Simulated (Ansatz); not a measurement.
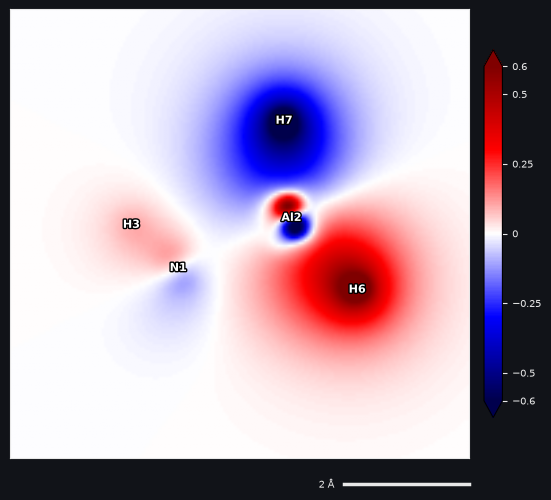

*AlH$_{5}$N (charge +1). The HOMO on the plane of atoms Al2, N1 and H3 (values in Å⁻³ᐟ²; the overall sign is arbitrary).*

Geometry: PBE0-D4/def2-TZVP.

Method: RKS PBE0-D4/def2-TZVPP (Ansatz 0.2.0).

The calculation's input:

```
crystal:
  periodic: [false, false, false]
  atoms:
    - {symbol: N, position_ang: [-0.250007, -0.764499, -0.198307]}
    - {symbol: Al, position_ang: [0.364414, 1.071295, 0.270693]}
    - {symbol: H, position_ang: [0.420625, -1.284702, -0.765643]}
    - {symbol: H, position_ang: [-1.129761, -0.757285, -0.718962]}
    - {symbol: H, position_ang: [-0.436166, -1.334091, 0.629945]}
    - {symbol: H, position_ang: [-0.740919, 1.751932, 1.132510]}
    - {symbol: H, position_ang: [1.771814, 1.317348, -0.350239]}
basis:
  gaussian: {orbitals: def2-TZVPP}
total_charge: 1
hamiltonian: {xc: pbe0, dispersion: d4}
output: {orbitals: {seedname: orbitals}}
```

Command:

```sh
ansatz run in.yaml --threads 2 --pin off --events-out ev --progress --plain --max-ram 4352MiB
```

Question: Describe this orbital and give its energy.

Answer: Its weight (Hirshfeld) is mainly on Al2 (about 40 %), H6 (about 30 %) and H7 (about 30 %). Its energy is −14.12 eV.
